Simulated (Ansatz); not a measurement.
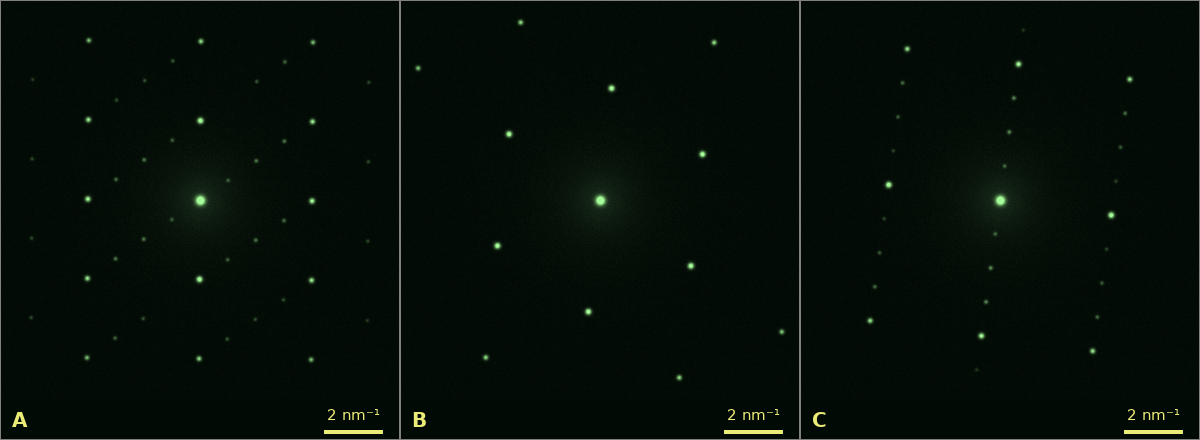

The patterns are kinematic simulations for 200 kV electrons (no multiple scattering; isotropic B = 0.5 Å²).

All three come from CsRbBr2, space group R-3m (No. 166), a = 5.09 Å, c = 25.00 Å (hexagonal axes). Structure: the end point of a relaxation with DFT PBE, scalar-relativistic, plane waves, PAW in Ansatz 0.2.0; the starting structure was generated, so it need not be a known form of this composition.

```csv
atom,site,symmetry,x,y,z
Cs,3b,-3m,0.3333,0.6667,0.1667
Rb,3a,-3m,0.0000,0.0000,0.0000
Br,6c,3m,0.6667,0.3333,0.0789
```

Question: Assign the zone axes [001], [100], [210] to A, B and C.

Answer: A is [100]: oblique net of 0 0 3 (weak) at d = 8.33 Å and 0 -1 1 (weak) at d = 4.34 Å, at 80.0°. B is [001]: hexagonal net of 2 -1 0 at d = 2.54 Å and 1 1 0 at d = 2.54 Å, at 60.0°. C is [210]: rectangular net of 0 0 3 (weak) at d = 8.33 Å and 1 -2 0 at d = 2.54 Å, at 90.0°.
